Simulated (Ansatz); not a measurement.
**AlH8NOSi2 (SMILES [NH2][AlH][O][SiH2][SiH3]): density, localisation and related maps**

```xyz
13

N    -0.8795   -0.1448    2.7907
Al   -0.1329   -1.3946    1.7774
O     0.3092   -1.0080    0.1758
Si    0.7352   -0.6183   -1.3620
Si    0.0603    1.5648   -1.9291
H    -1.0781    0.8076    2.5101
H    -1.1678   -0.2994    3.7493
H     0.1156   -2.8396    2.3548
H     0.1159   -1.5736   -2.3281
H     2.2156   -0.7182   -1.5288
H    -1.4205    1.7222   -1.8426
H     0.6741    2.5811   -1.0259
H     0.4734    1.8861   -3.3265
```

These are results of RKS B3LYP/6-31G* in Ansatz 0.2.0, not measurements.

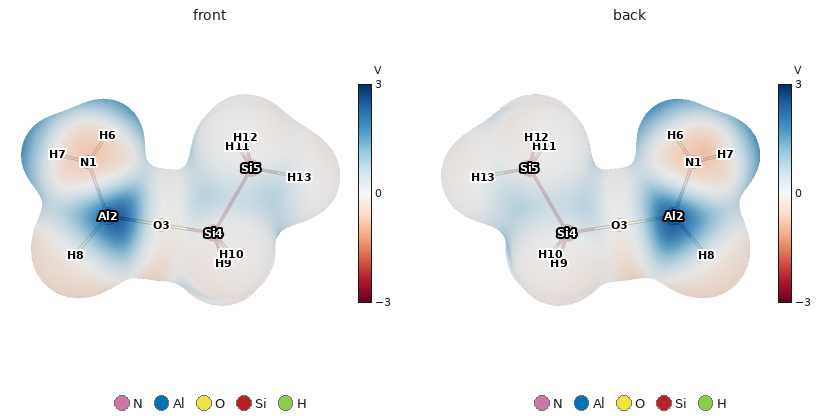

Figure 1. The electrostatic potential painted on the density surface at 0.002 e/bohr³, seen from the front and from behind; red is negative and blue positive.

Question: Describe the electrostatic potential map.

Answer: The most negative region (about −0.7 V) lies over N1, the most positive (about +2.5 V) over Al2.

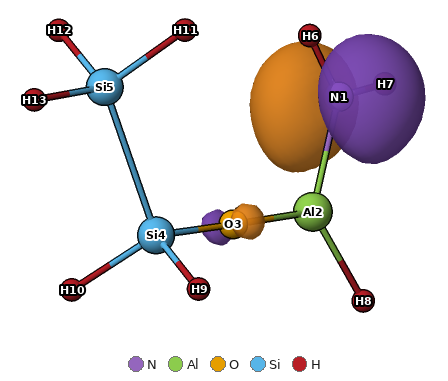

Figure 2. One frontier orbital at ±0.2 Å⁻³ᐟ² (orange and purple are the two phases), seen at an oblique angle.

Question: Which orbital is it: HOMO or LUMO?

Answer: The HOMO, at −7.00 eV. By Hirshfeld shares it lies mainly on N1 (about 70 %); largely a lone pair of N1.
